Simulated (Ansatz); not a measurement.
Nudged elastic band of Al18W (part 2 of 2)

Continued. System: Al18W (slab, 19 atoms in the cell). Method: DFT PBE-D3(BJ), scalar-relativistic, plane waves, PAW, PAW set soft_1, no spin polarisation (Ansatz 0.2.0); cutoff 420 eV, 4×3×1 k-mesh, Gaussian smearing of 0.1 eV. The input holds or restrains some coordinates. It belongs to a series of runs on one base structure; here: band between the two ends.

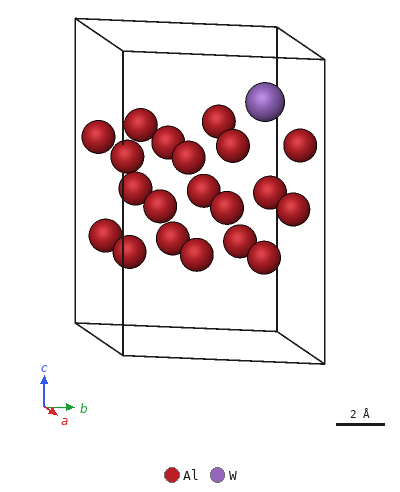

The structure as given in the input (spheres-only view of the cell of the calculation, with the vacuum cut short, seen slightly off an axis). An atom can appear more than once, as a periodic image.

Output, continued
```
--- NEB band (9 images, 10 band iterations, 577 SCF iterations) ---
  forward barrier  = 0.353634 eV
  backward barrier = 0.353322 eV
  lagrangian_above_aufbau_ev (what the smearing adds, to first order; not taken off the barriers): saddle image -0.029349 eV, end points -0.030677 and -0.030405 eV
  climbing image's point = of an order that was not read
  energies are F+E_penalty+E_count in eV, relative to image 0
  image     s (Å)  Δ vs image 0  max|band force component| (eV/Å)
      0    0.0000      0.000000                                 —
      1    0.6732      0.033901                          7.922e-3
      2    1.3457      0.233546                          2.391e-3
      3    2.0179      0.229198                          1.634e-2
  *   4    2.6899      0.353634                          1.551e-2
      5    3.3882      0.198800                          1.475e-2
      6    4.0864      0.159988                          4.795e-3
      7    4.7846      0.042767                          1.995e-3
      8    5.4828      0.000312                                 —
  climbing-image geometry (image 4):
  cell:  # Å, volume = 753.2847 Å³
    - [5.727565, 0.0, 0.0]
    - [4.295674, 7.440325, 0.0]
    - [0.0, 0.0, 17.676537]
  atoms:
    - { symbol: Al, position: [0.16666668, 0.11111110499999999, 0.056572185] }
    - { symbol: Al, position: [0.666666675, 0.11111110499999999, 0.056572185] }
    - { symbol: Al, position: [0.16666667000000013, 0.4444444249999999, 0.056572185] }
    - { symbol: Al, position: [0.6666666650000003, 0.4444444249999999, 0.056572185] }
    - { symbol: Al, position: [0.1666666600000002, 0.7777777949999999, 0.056572185] }
    - { symbol: Al, position: [0.6666666550000001, 0.7777777949999999, 0.056572185] }
    - { symbol: Al, position: [-0.17537100928588614, 0.22325106209037507, 0.1919629647622115] }
    - { symbol: Al, position: [0.32102620823901534, 0.22887234393169775, 0.1844501605390059] }
    - { symbol: Al, position: [-0.17426103712577504, 0.5528546567067443, 0.19856014373864445] }
    - { symbol: Al, position: [0.33500095496100996, 0.5535306868033272, 0.19621435388587333] }
    - { symbol: Al, position: [-0.14640963762603, 0.8794024326131353, 0.18389682088018247] }
    - { symbol: Al, position: [0.3334197037180546, 0.8849300402376459, 0.18426750242118448] }
    - { symbol: Al, position: [-0.016102032182901613, -0.0001260549709604858, 0.31878985717820435] }
    - { symbol: Al, position: [0.5269184310746313, -0.009489418721483487, 0.2978099962281789] }
    - { symbol: Al, position: [-0.04784514785050975, 0.3291323248232975, 0.33651651237009694] }
    - { symbol: Al, position: [0.45619981850700186, 0.31899842472851797, 0.3316992746927384] }
    - { symbol: Al, position: [0.0065567751973306665, 0.6577881394831941, 0.3247026484018343] }
    - { symbol: Al, position: [0.4778872220014039, 0.7024920658778081, 0.34544597186044923] }
    - { symbol: W, position: [0.27689837316403554, 1.0350924082171908, 0.4124611069814974] }
```

The last band as extended XYZ (Å, eV, eV/Å)
```
19
Lattice="5.7276 0.0000 0.0000 4.2957 7.4403 0.0000 0.0000 0.0000 17.6765" Properties=species:S:1:pos:R:3:forces:R:3 image=0 energy=-20056.96618
Al    1.4319    0.8267    1.0000    0.0819   0.0262  -0.0516
Al    4.2957    0.8267    1.0000   -0.1080  -0.0083   0.0078
Al    2.8638    3.3068    1.0000    0.1014  -0.0417   0.0638
Al    5.7276    3.3068    1.0000   -0.1114   0.0795  -0.0361
Al    4.2957    5.7869    1.0000    0.0173  -0.0865  -0.0150
Al    7.1595    5.7869    1.0000    0.0153   0.0298   0.0207
Al   -0.0330    1.6793    3.2466   -0.0015  -0.0013   0.0029
Al    2.8138    1.6497    3.3097   -0.0016   0.0005   0.0003
Al    1.4533    4.1198    3.3212   -0.0001   0.0050   0.0021
Al    4.2910    4.1591    3.3453   -0.0022   0.0031  -0.0016
Al    2.7972    6.5884    3.3553    0.0005   0.0001  -0.0014
Al    5.6682    6.6161    3.3785    0.0017  -0.0010   0.0042
Al   -0.2408    0.2837    5.4837    0.0035  -0.0079   0.0029
Al    2.8010   -0.0058    5.7026   -0.0032  -0.0046   0.0088
Al    1.4451    2.3999    5.6621    0.0026  -0.0053   0.0041
Al    4.2007    2.5994    5.5630    0.0025  -0.0130  -0.0003
Al    3.3500    5.1858    6.0241   -0.0008   0.0059  -0.0015
Al    6.0929    4.7923    5.6820   -0.0017   0.0140   0.0083
W     5.2836    6.5388    7.2257    0.0037   0.0054  -0.0184
19
Lattice="5.7276 0.0000 0.0000 4.2957 7.4403 0.0000 0.0000 0.0000 17.6765" Properties=species:S:1:pos:R:3:forces:R:3 image=1 energy=-20056.93228
Al    1.4319    0.8267    1.0000    0.0762   0.0450  -0.0618
Al    4.2957    0.8267    1.0000   -0.1011   0.0365  -0.0200
Al    2.8638    3.3068    1.0000    0.0626  -0.0131   0.1997
Al    5.7276    3.3068    1.0000   -0.0754   0.1466   0.0032
Al    4.2957    5.7869    1.0000    0.0226  -0.1341  -0.1476
Al    7.1595    5.7869    1.0000   -0.0146  -0.0764  -0.0273
Al   -0.0209    1.7222    3.2429   -0.0093   0.0162  -0.0207
Al    2.7936    1.6610    3.3437   -0.0135  -0.0088   0.0042
Al    1.4482    4.1191    3.4830    0.0148   0.0004  -0.0146
Al    4.2812    4.1627    3.3853   -0.0002   0.0005   0.0041
Al    2.7842    6.5752    3.2642   -0.0090  -0.0018   0.0056
Al    5.6760    6.6040    3.3158   -0.0151  -0.0012   0.0231
Al   -0.2823    0.1958    5.3119   -0.0473   0.0891  -0.0325
Al    2.8375   -0.0833    5.5754   -0.0288  -0.0264   0.0258
Al    1.3459    2.1600    6.0475   -0.0079   0.0024  -0.0158
Al    4.1552    2.5688    5.5999   -0.0485   0.0234  -0.0076
Al    3.3015    5.1814    6.0686    0.1752   0.1072   0.1023
Al    6.0536    4.7793    5.8734    0.1232  -0.0779   0.0141
W     5.2996    6.8238    7.1825   -0.1038  -0.1275  -0.0342
19
Lattice="5.7276 0.0000 0.0000 4.2957 7.4403 0.0000 0.0000 0.0000 17.6765" Properties=species:S:1:pos:R:3:forces:R:3 image=2 energy=-20056.73263
Al    1.4319    0.8267    1.0000    0.0919   0.0489  -0.0592
Al    4.2957    0.8267    1.0000   -0.1090   0.0749  -0.0054
Al    2.8638    3.3068    1.0000    0.0841  -0.0133   0.1945
Al    5.7276    3.3068    1.0000   -0.0600   0.1302   0.0738
Al    4.2957    5.7869    1.0000    0.0376  -0.1550  -0.1416
Al    7.1595    5.7869    1.0000   -0.0371  -0.0621  -0.0633
Al   -0.0043    1.6905    3.2850    0.0002  -0.0004  -0.0007
Al    2.8166    1.6811    3.3363   -0.0021  -0.0027   0.0038
Al    1.4211    4.1170    3.5110    0.0030   0.0013  -0.0004
Al    4.2822    4.1581    3.3789   -0.0002  -0.0012   0.0004
Al    2.8020    6.5793    3.2562   -0.0017   0.0007  -0.0008
Al    5.7012    6.6079    3.2753   -0.0011   0.0009  -0.0013
Al   -0.2031    0.0337    5.3661   -0.0014   0.0018  -0.0082
Al    2.9017   -0.0311    5.5196    0.0006  -0.0027   0.0058
Al    1.3631    2.1625    6.0766   -0.0012  -0.0024   0.0025
Al    4.2476    2.5215    5.6178   -0.0016  -0.0015  -0.0012
Al    2.9561    4.9686    5.8744    0.0056   0.0026   0.0057
Al    5.8226    4.9226    5.8501    0.0046  -0.0088  -0.0012
W     5.5131    7.0630    7.2642   -0.0122  -0.0113  -0.0030
19
Lattice="5.7276 0.0000 0.0000 4.2957 7.4403 0.0000 0.0000 0.0000 17.6765" Properties=species:S:1:pos:R:3:forces:R:3 image=3 energy=-20056.73698
Al    1.4319    0.8267    1.0000    0.0565   0.0410  -0.0356
Al    4.2957    0.8267    1.0000   -0.0734   0.0965   0.0305
Al    2.8638    3.3068    1.0000    0.0450   0.0432   0.0964
Al    5.7276    3.3068    1.0000   -0.0322   0.0875   0.1201
Al    4.2957    5.7869    1.0000    0.0669  -0.1807  -0.1210
Al    7.1595    5.7869    1.0000   -0.0699  -0.0380  -0.0451
Al   -0.0098    1.6621    3.3562    0.0117  -0.0009  -0.0020
Al    2.8377    1.7291    3.2807    0.0003   0.0059   0.0140
Al    1.3649    4.1206    3.4936   -0.0009   0.0001  -0.0022
Al    4.2814    4.1640    3.4007   -0.0037   0.0103  -0.0116
Al    2.8753    6.5750    3.2687   -0.0179   0.0063  -0.0004
Al    5.7102    6.6104    3.2748   -0.0014   0.0073   0.0067
Al   -0.1534   -0.0258    5.5750   -0.0114   0.0073  -0.0121
Al    2.9528    0.0401    5.3585   -0.0088   0.0426   0.0283
Al    1.3554    2.2730    6.0011    0.0503  -0.0438  -0.0006
Al    4.2624    2.5405    5.6854    0.0668   0.0388  -0.0477
Al    2.7856    4.8853    5.7572   -0.0216  -0.0029   0.0129
Al    5.7059    5.1179    5.9532   -0.0125  -0.0399  -0.0366
W     5.8498    7.3723    7.3190   -0.0436  -0.0805   0.0062
19
Lattice="5.7276 0.0000 0.0000 4.2957 7.4403 0.0000 0.0000 0.0000 17.6765" Properties=species:S:1:pos:R:3:forces:R:3 image=4 energy=-20056.61254
Al    1.4319    0.8267    1.0000    0.0288   0.0142  -0.0587
Al    4.2957    0.8267    1.0000   -0.0376   0.0793  -0.0037
Al    2.8638    3.3068    1.0000    0.0225   0.0577   0.1030
Al    5.7276    3.3068    1.0000   -0.0374   0.0666   0.1583
Al    4.2957    5.7869    1.0000    0.1093  -0.1743  -0.1621
Al    7.1595    5.7869    1.0000   -0.0775  -0.0531  -0.0453
Al   -0.0454    1.6611    3.3932    0.0012  -0.0008   0.0077
Al    2.8219    1.7029    3.2604   -0.0011   0.0018   0.0102
Al    1.3768    4.1134    3.5099    0.0011  -0.0012   0.0032
Al    4.2965    4.1184    3.4684   -0.0018  -0.0069   0.0051
Al    2.9391    6.5430    3.2507   -0.0043  -0.0003  -0.0025
Al    5.7111    6.5842    3.2572    0.0039   0.0008  -0.0026
Al   -0.0928   -0.0009    5.6351   -0.0130   0.0094   0.0043
Al    2.9772   -0.0706    5.2642    0.0006   0.0118  -0.0099
Al    1.1398    2.4489    5.9484    0.0001  -0.0041  -0.0073
Al    3.9832    2.3735    5.8633    0.0063   0.0014  -0.0028
Al    2.8632    4.8942    5.7396   -0.0018  -0.0026  -0.0017
Al    5.7548    5.2268    6.1063   -0.0018  -0.0154   0.0034
W     6.0324    7.7014    7.2909    0.0026   0.0157   0.0012
19
Lattice="5.7276 0.0000 0.0000 4.2957 7.4403 0.0000 0.0000 0.0000 17.6765" Properties=species:S:1:pos:R:3:forces:R:3 image=5 energy=-20056.76738
Al    1.4319    0.8267    1.0000    0.0735   0.0005  -0.0689
Al    4.2957    0.8267    1.0000   -0.0288   0.0593  -0.0518
Al    2.8638    3.3068    1.0000   -0.0044   0.0061   0.1476
Al    5.7276    3.3068    1.0000   -0.0213   0.0708   0.1204
Al    4.2957    5.7869    1.0000    0.1460  -0.1402  -0.1408
Al    7.1595    5.7869    1.0000   -0.0846  -0.0470  -0.0412
Al   -0.0280    1.6660    3.3453   -0.0014  -0.0004  -0.0024
Al    2.8385    1.6609    3.2929    0.0020  -0.0122   0.0070
Al    1.4051    4.1050    3.5057    0.0027   0.0023  -0.0047
Al    4.2955    4.0742    3.5097    0.0005  -0.0136   0.0032
Al    2.9648    6.5442    3.2387    0.0061   0.0009  -0.0045
Al    5.7238    6.5612    3.2552    0.0063  -0.0042  -0.0029
Al   -0.0369    0.0630    5.5690    0.0050   0.0140  -0.0165
Al    2.9970   -0.1840    5.2788   -0.0033  -0.0220   0.0024
Al    0.8382    2.6269    5.9273   -0.0678   0.0249   0.0076
Al    3.6284    2.2341    6.0976   -0.0731  -0.0207   0.0542
Al    2.9181    4.9004    5.7302    0.0202   0.0003   0.0040
Al    5.7432    5.3007    6.1707   -0.0010   0.0060   0.0126
W     6.0729    8.0325    7.2332    0.0233   0.0752  -0.0254
19
Lattice="5.7276 0.0000 0.0000 4.2957 7.4403 0.0000 0.0000 0.0000 17.6765" Properties=species:S:1:pos:R:3:forces:R:3 image=6 energy=-20056.80619
Al    1.4319    0.8267    1.0000    0.0539  -0.0063  -0.0176
Al    4.2957    0.8267    1.0000   -0.0210   0.0312  -0.0237
Al    2.8638    3.3068    1.0000   -0.0013   0.0268   0.0807
Al    5.7276    3.3068    1.0000   -0.0415   0.0226   0.0631
Al    4.2957    5.7869    1.0000    0.0744  -0.1242   0.0006
Al    7.1595    5.7869    1.0000   -0.0626  -0.0336   0.0039
Al   -0.0592    1.6329    3.3387   -0.0076  -0.0076   0.0023
Al    2.8097    1.6389    3.3197   -0.0058  -0.0066   0.0094
Al    1.3837    4.0997    3.3808   -0.0044  -0.0017  -0.0267
Al    4.2434    4.0600    3.4334   -0.0126  -0.0046  -0.0170
Al    2.9321    6.5749    3.2751   -0.0077   0.0069   0.0102
Al    5.7152    6.5606    3.2840   -0.0001   0.0001   0.0081
Al    0.0330    0.0996    5.7069    0.0160   0.0073   0.0303
Al    2.9645   -0.1764    5.4048   -0.0075   0.0026   0.0239
Al    0.9066    2.6887    5.7597    0.0161   0.0135  -0.0381
Al    3.7323    2.3395    6.0312    0.0243   0.0241  -0.0178
Al    2.8587    4.9479    5.6550   -0.0127   0.0097  -0.0177
Al    5.6314    5.1382    5.7912   -0.0240  -0.0383  -0.0853
W     6.1791    8.4093    7.2707    0.0239   0.0780   0.0116
19
Lattice="5.7276 0.0000 0.0000 4.2957 7.4403 0.0000 0.0000 0.0000 17.6765" Properties=species:S:1:pos:R:3:forces:R:3 image=7 energy=-20056.92341
Al    1.4319    0.8267    1.0000    0.0028  -0.0312   0.0172
Al    4.2957    0.8267    1.0000   -0.0019   0.0478   0.0042
Al    2.8638    3.3068    1.0000    0.0224   0.0254  -0.0165
Al    5.7276    3.3068    1.0000   -0.1094  -0.0239   0.0337
Al    4.2957    5.7869    1.0000    0.0642  -0.0912   0.0269
Al    7.1595    5.7869    1.0000   -0.0991  -0.0034  -0.0068
Al   -0.1084    1.6209    3.3733   -0.0097  -0.0027   0.0079
Al    2.7641    1.6470    3.3512   -0.0091   0.0011   0.0065
Al    1.3547    4.1154    3.2947   -0.0054   0.0030  -0.0168
Al    4.2062    4.0821    3.3447   -0.0075   0.0038  -0.0177
Al    2.8869    6.5852    3.2985   -0.0087   0.0012   0.0047
Al    5.6960    6.5929    3.3099   -0.0030   0.0062   0.0055
Al    0.2162    0.1394    5.8946    0.0360   0.0073   0.0371
Al    3.0043   -0.1929    5.5247    0.0071  -0.0033   0.0240
Al    1.0700    2.7164    5.6031    0.0328   0.0052  -0.0306
Al    3.9803    2.4165    5.8571    0.0497   0.0142  -0.0340
Al    2.8344    4.9419    5.6215   -0.0043  -0.0013  -0.0068
Al    5.5724    5.0422    5.6062   -0.0117  -0.0203  -0.0367
W     6.4462    8.7273    7.2738    0.0548   0.0621  -0.0014
19
Lattice="5.7276 0.0000 0.0000 4.2957 7.4403 0.0000 0.0000 0.0000 17.6765" Properties=species:S:1:pos:R:3:forces:R:3 image=8 energy=-20056.96587
Al    1.4319    0.8267    1.0000    0.0202  -0.0845  -0.0132
Al    4.2957    0.8267    1.0000    0.0182   0.0323   0.0189
Al    2.8638    3.3068    1.0000    0.0820   0.0280  -0.0545
Al    5.7276    3.3068    1.0000   -0.1029  -0.0082   0.0122
Al    4.2957    5.7869    1.0000    0.1059  -0.0426   0.0663
Al    7.1595    5.7869    1.0000   -0.1118   0.0794  -0.0296
Al   -0.0609    1.6298    3.3590   -0.0037  -0.0024  -0.0035
Al    2.8114    1.6579    3.3732   -0.0003   0.0010   0.0074
Al    1.4021    4.1590    3.2483   -0.0033   0.0001  -0.0030
Al    4.2504    4.1312    3.3100    0.0013  -0.0040  -0.0017
Al    2.8888    6.6018    3.3205    0.0003   0.0042  -0.0035
Al    5.7260    6.6414    3.3493   -0.0033  -0.0021  -0.0076
Al    0.4793    0.2266    6.0346    0.0164  -0.0049  -0.0060
Al    3.2240   -0.1649    5.6765   -0.0044  -0.0059   0.0056
Al    1.2034    2.7612    5.4871   -0.0052  -0.0023  -0.0036
Al    4.2372    2.4718    5.7087   -0.0079   0.0087   0.0014
Al    2.8877    4.8866    5.6541   -0.0062   0.0036   0.0167
Al    5.6419    5.0762    5.5660   -0.0012   0.0013  -0.0021
W     6.7185    9.0125    7.2318    0.0059  -0.0017  -0.0003
```

This output came from the following input.

Input file
```yaml
crystal:
  lattice:
    - [5.727565, 0.0, 0.0]
    - [4.295674, 7.440325, 0.0]
    - [0.0, 0.0, 17.676537]
  atoms:
    - { symbol: Al, position: [0.1666667, 0.1111111, 0.0565722] }
    - { symbol: Al, position: [0.6666667, 0.1111111, 0.0565722] }
    - { symbol: Al, position: [0.1666667, 0.4444444, 0.0565722] }
    - { symbol: Al, position: [0.6666667, 0.4444444, 0.0565722] }
    - { symbol: Al, position: [0.1666667, 0.7777778, 0.0565722] }
    - { symbol: Al, position: [0.6666667, 0.7777778, 0.0565722] }
    - { symbol: Al, position: [-0.17504345, 0.22570312, 0.1836648] }
    - { symbol: Al, position: [0.32498773, 0.22172448, 0.1872345] }
    - { symbol: Al, position: [-0.16155203, 0.55371082, 0.18788912] }
    - { symbol: Al, position: [0.32994543, 0.55899461, 0.18925028] }
    - { symbol: Al, position: [-0.17574322, 0.88549547, 0.18981726] }
    - { symbol: Al, position: [0.32271954, 0.88922604, 0.19112702] }
    - { symbol: Al, position: [-0.07064613, 0.0381311, 0.31022469] }
    - { symbol: Al, position: [0.4896244, -0.00077677, 0.32260615] }
    - { symbol: Al, position: [0.01039962, 0.32254855, 0.32031786] }
    - { symbol: Al, position: [0.47139568, 0.34936424, 0.31470902] }
    - { symbol: Al, position: [0.06214739, 0.69698623, 0.34079876] }
    - { symbol: Al, position: [0.58071546, 0.64410003, 0.32144231] }
    - { symbol: W, position: [0.26336558, 0.87883219, 0.40877383] }
basis:
  ecutwfc: 420.0
kpoints:
  mp_grid: { grid: [4, 3, 1] }
hamiltonian:
  xc: pbe
  dispersion: d3bj
  pseudopotentials: { kind: paw, azcp: { folder: soft_1 } }
scf:
  occupations: { method: gaussian, width: 0.1 }
  lower_state_search: "off"
neb:
  images: 7
  f_tol: 0.03
  initial_path: idpp
  max_iterations: 24
  spring: 2.0
  constraints: [{ sites: [0, 1, 2, 3, 4, 5] }]
  final_atoms:
    - { symbol: Al, position: [0.16666666, 0.11111111, 0.05657217] }
    - { symbol: Al, position: [0.66666665, 0.11111111, 0.05657217] }
    - { symbol: Al, position: [0.16666664, 0.44444445, 0.05657217] }
    - { symbol: Al, position: [0.66666663, 0.44444445, 0.05657217] }
    - { symbol: Al, position: [0.16666662, 0.77777779, 0.05657217] }
    - { symbol: Al, position: [0.66666661, 0.77777779, 0.05657217] }
    - { symbol: Al, position: [-0.17491372, 0.2190488, 0.1900235] }
    - { symbol: Al, position: [0.32373106, 0.22282213, 0.19083032] }
    - { symbol: Al, position: [-0.17443388, 0.55897898, 0.18376615] }
    - { symbol: Al, position: [0.32566744, 0.5552437, 0.18725293] }
    - { symbol: Al, position: [-0.16111599, 0.88730519, 0.18784944] }
    - { symbol: Al, position: [0.33025906, 0.89262179, 0.18947627] }
    - { symbol: Al, position: [0.06082871, 0.03046183, 0.34139075] }
    - { symbol: Al, position: [0.5795246, -0.02216733, 0.32113122] }
    - { symbol: Al, position: [-0.06823028, 0.37111765, 0.31041489] }
    - { symbol: Al, position: [0.49063611, 0.33221393, 0.32295344] }
    - { symbol: Al, position: [0.0116073, 0.65676847, 0.31986367] }
    - { symbol: Al, position: [0.47334838, 0.68225177, 0.31488093] }
    - { symbol: W, position: [0.26453984, 1.21130205, 0.40911702] }
  order_check: false
```

Launch command:
```bash
ansatz run input.yaml --threads 2 --pin off --max-ram 5120MiB --backend cpu --events-out ev --progress --plain --runs-dir out
```

Summary

| quantity | value |
| --- | --- |
| outcome | converged under the restraints of the input |
| barrier, forward | 0.354 eV |
| barrier, backward | 0.353 eV |
| electrons treated | 68 |
| hardware | 2 threads of Arm Neoverse V1, 24 GiB of memory available, shared host |
| wall time | 17 min (CPU time 30 min) |
| peak memory | 2 GiB |

Spin–orbit coupling is left out, which matters for W. The order of the saddle point was not checked.
